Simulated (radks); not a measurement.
The calculation used the in-house radial solver radks at this level: scalar-relativistic Kohn-Sham, SCAN, spin-polarised, spherical densities, finite nucleus. The occupation of the 4d shell is varied from Pd²⁺ ([Kr] 4d8 (high spin)) to Pd⁺ ([Kr] 4d9 (high spin)), with spherical fractional occupations. Wanted, and plotted below: the total energy less the straight line between the end points, and the eigenvalue of 4d↓ (the dashed line is minus the energy to take the whole electron out).

The curve is convex (below the straight line), with the largest deviation among the points computed, −1.53 eV, at 0.5. The end points differ by 20.2 eV, the energy to take the electron out. The eigenvalue, which is the slope of the energy (Janak's theorem), moves from −26.4 eV at 0 to −14.3 eV at 1; for a straight line it would stay constant, and a parabola would sag by an eighth of this change, scaled to a whole electron, 1.52 eV. Convexity is the mark of the delocalisation error, which puts fractional charges too low; for p, d and f shells the spherical spreading of the fraction adds to it.

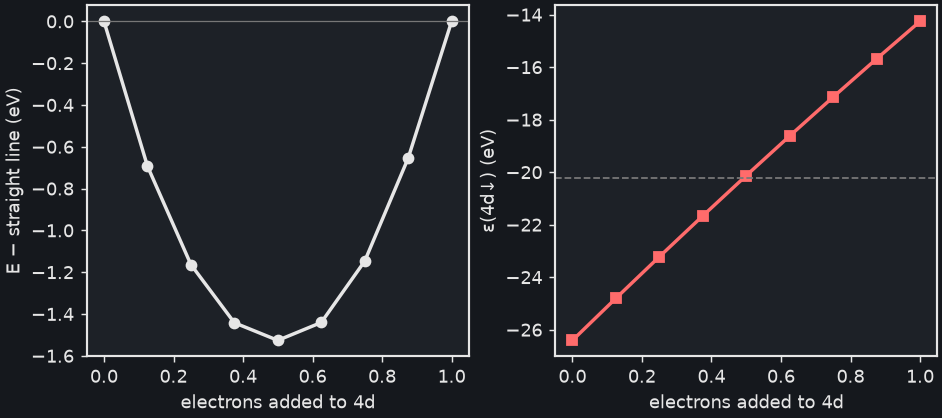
